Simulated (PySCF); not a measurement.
```yaml
atoms:
  - { symbol: C, position_ang: [2.6139, 0.5625, -0.5183] }
  - { symbol: C, position_ang: [1.9685, -0.0656, 0.2705] }
  - { symbol: C, position_ang: [1.1975, -0.8214, 1.2336] }
  - { symbol: B, position_ang: [-0.3745, -0.8628, 1.0144] }
  - { symbol: B, position_ang: [-1.1503, -0.1061, -0.2596] }
  - { symbol: N, position_ang: [-1.3012, 1.2958, -0.3074] }
  - { symbol: N, position_ang: [-1.7050, -0.8362, -1.3333] }
  - { symbol: H, position_ang: [3.1739, 1.1119, -1.2144] }
  - { symbol: H, position_ang: [1.4044, -0.4182, 2.2327] }
  - { symbol: H, position_ang: [1.5816, -1.8485, 1.2512] }
  - { symbol: H, position_ang: [-0.9461, -1.4776, 1.8426] }
  - { symbol: H, position_ang: [-1.7557, 1.7767, -1.0650] }
  - { symbol: H, position_ang: [-0.9035, 1.9205, 0.3689] }
  - { symbol: H, position_ang: [-2.1444, -0.3992, -2.1257] }
  - { symbol: H, position_ang: [-1.6635, -1.8352, -1.4119] }
```

Geometry: GFN2-xTB.

These are results of PBE0/pcSseg-1, SCF density, gas phase, non-relativistic in PySCF 2.14.0, not measurements.

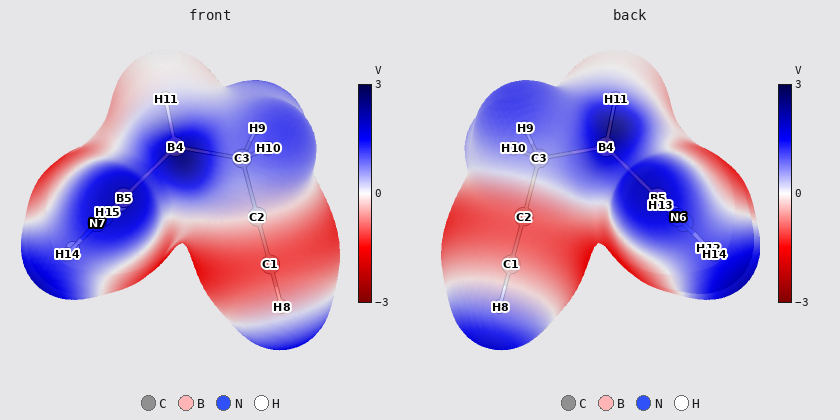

C3H8B2N2. The electrostatic potential painted on the density surface at 0.004 e/bohr³, seen from the front and from behind; red is negative and blue positive.

**Which sites attract a positive test charge, and which a negative one?**

A positive charge is drawn to the negative regions and a negative charge to the positive ones. The most negative region (about −1.5 V, or −35 kcal/mol for a unit charge) lies over C1, C2 and N6, the most positive (about +2.5 V, or +58 kcal/mol for a unit charge) over B4.
